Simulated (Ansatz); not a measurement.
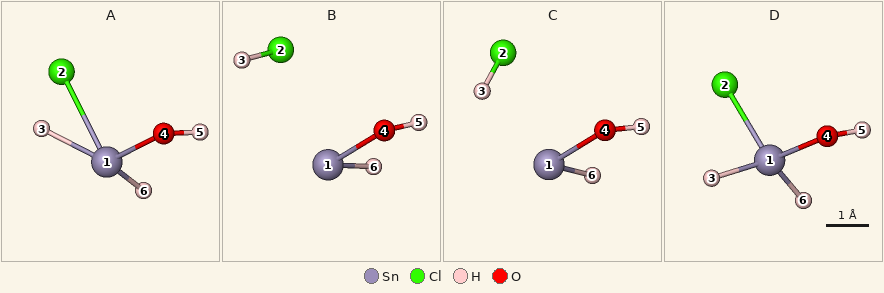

4 geometries from a converged minimum-energy path of SnH3OCl, shuffled. A ball-and-stick model, seen at a tilt.

Computed with Ansatz 0.2.0, RKS BLYP/def2-SVP. Set-up: 7 movable images; climbing image; force threshold 0.03 eV/Å; iteration limit 60; starting path through a guess of the saddle point.

Which frame is the top of the path?

A. In order along the path, whose images run from 0 to 8: D (image 1, +0.13 eV), A (image 3, +1.54 eV), C (image 5, +0.76 eV), B (image 7, +0.64 eV). Breaking: Sn1–Cl2 (2.40 → 2.70 at the top → 3.27 Å), Sn1–H3 (1.72 → 1.79 at the top → 3.60 Å). Forming: Cl2–H3 (3.38 → 1.88 at the top → 1.30 Å).
